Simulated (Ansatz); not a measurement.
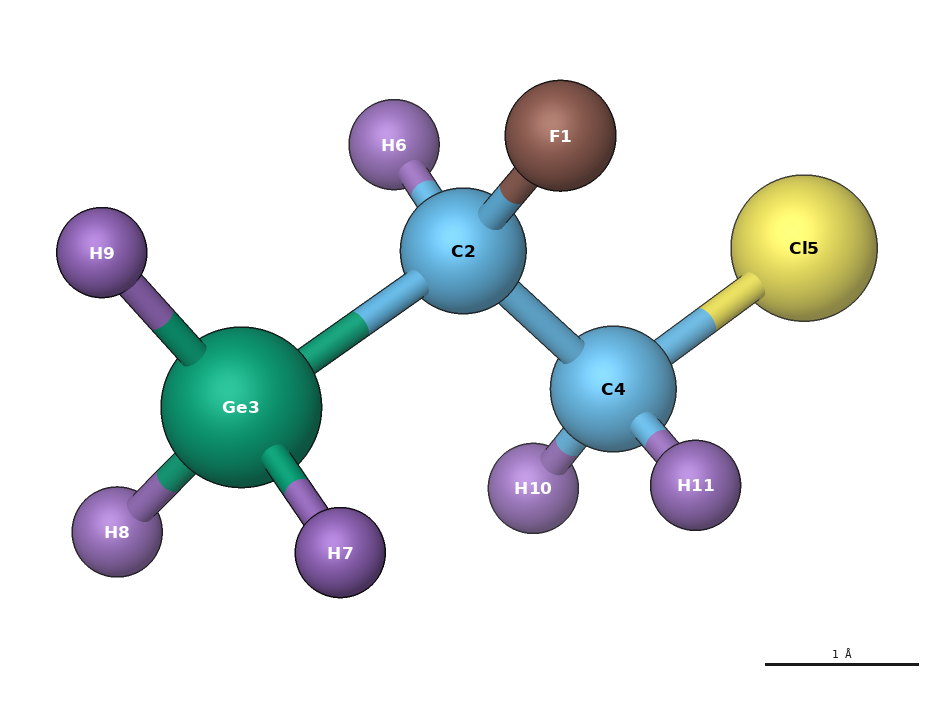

Orthographic view with a scale bar. The computed structure is the end point of a PBE-D4/def2-SVP optimisation. No frequency run is at hand to confirm it as a minimum.

Give an XYZ file in the frame of the picture: x to the right, y up, z towards the viewer, origin at the mean of the atomic positions.

```xyz
11
C2H6ClFGe
F    0.78   1.43   0.90
C    0.14   0.67  -0.08
Ge  -1.32  -0.35   0.83
C    1.12  -0.23  -0.78
Cl   2.38   0.69  -1.70
H   -0.32   1.37  -0.82
H   -0.67  -1.31   1.86
H   -2.14  -1.17  -0.20
H   -2.24   0.66   1.55
H    0.60  -0.89  -1.50
H    1.66  -0.87  -0.05
```
